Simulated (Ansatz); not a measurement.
Fields on a plane of Sb (A7 type, space group R-3m)

```
Sb
1.0
    2.16429     1.24956     3.78321
   -2.16429     1.24956     3.78321
    0.00000    -2.49911     3.78321
Sb
2
Cartesian
  0.00000   0.00000   2.64696
  0.00000   0.00000   8.70267
```

The slice is a (1 -1 0 2) plane (indices of the conventional cell) through the point (0.233, 0.233, 0.233) (fractional), spanned by u = [1 0 -1] and v = [010] in vectors of this cell: u (4.33 Å) and v (4.53 Å, at 90° to u). It covers one period; positions are fractions (u, v).

Atoms on it: Sb at (0.00, 0.00); Sb at (0.50, 0.57), 0.2 Å off the plane. Other atoms lie within 1 Å of the plane.

Level of theory: r2SCAN+rVV10 (plane waves to 500 eV, PAW, scalar-relativistic; Ansatz, a quantum-chemistry and plane-wave program). k mesh 13×13×13. These are valence fields of a PAW run, semicore shells included where kept as valence: close to a nucleus they are smooth pseudo fields. Sb was relaxed with its symmetry unable to fall. Spin-orbit coupling is left out, though Sb is heavy. The PAW data are Ansatz's earlier set.

```
|xxxx134567764322223467765431xxx|
|xxx01345677654333345677654310xx|
|xx0124567887655445567887654210x|
|1112345789887665566788987543211|
|2234456899987666666789998654432|
|4444568999987655556789999865444|
|4455679999876554455678999976554|
|5556789998765444444567899987655|
|5667889987654332233456789988766|
|5566789876543211112345678987665|
|44566788754321xxxx1234578876654|
|3334677765431xxxxxx134567776433|
|1223567765421xxxxxx124567765322|
|0112467665421xxxxxx124566764211|
|0002356665431xxxxxx134566653200|
|00013566665320xxxx0235666653100|
|0001246766543210012345667642100|
|0001235677655332233556776532100|
|1111234677766554455667776432111|
|3322234567777666666777765432223|
|6554434467788777777887764434455|
|8776554456788888888887654455677|
|8888765445567888888765544567888|
|7788876544455677776554445678887|
|6677777654333455554333456777776|
|5566677765322222222223567776665|
|3345666765421111111124567666543|
|1123456666431000000134666654321|
|xx0135566653100000013566655310x|
|xxx02456666421000012466665420xx|
|xxxx134566643100001346665431xxx|
|xxxx134566653211112356665431xxx|
```
Scale: ten equal steps from 0.06 (start of '0') to 0.68 (end of '9'), in the order '0123456789'. Values: electron localisation function (ELF). The map has 31 points along u (one character each, u = 0 at the left) and 32 along v (v = 0 in the bottom row). Points within 0.5 Å of a nucleus are blanked (x), as the pseudised field means little there.

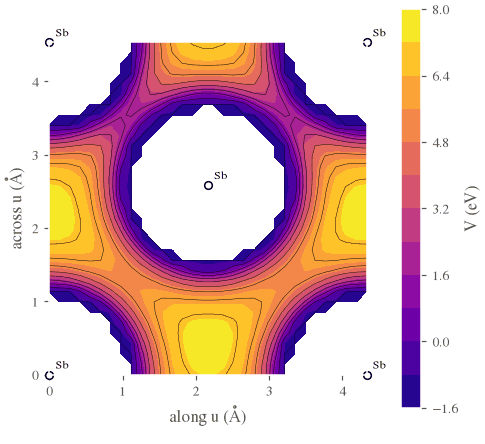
Electrostatic potential energy of an electron, from the cell's mean, in eV, one period of the plane, atoms marked. Points within 1 Å of a nucleus are left white, as the pseudised field means little there. Values under -1 eV are set to -1. The zero, the cell's mean, hangs on the PAW cores.
